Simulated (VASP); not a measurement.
Band structure of LiPd (space group P-6m2). These are PBEsol GGA, VASP's PBE PAW potentials (set 64) (plane waves; VASP) values and carry that method's errors.

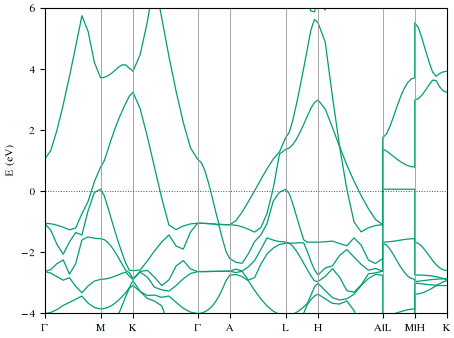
Fig. 1. Bands along high-symmetry lines, zero at the valence-band maximum or, without a gap, the Fermi level

Task: Read the plot: is there a gap, and where are the band edges?

Result: It has no gap at this level: it comes out as a metal or semimetal. (Edges off the drawn lines would not show.)

The structure comes from a computed database's LiPd entry (P-6m2); how it stands against other phases isn't given here. It was relaxed first. The electron count is odd and the run is not spin-polarised, which forces a metal.
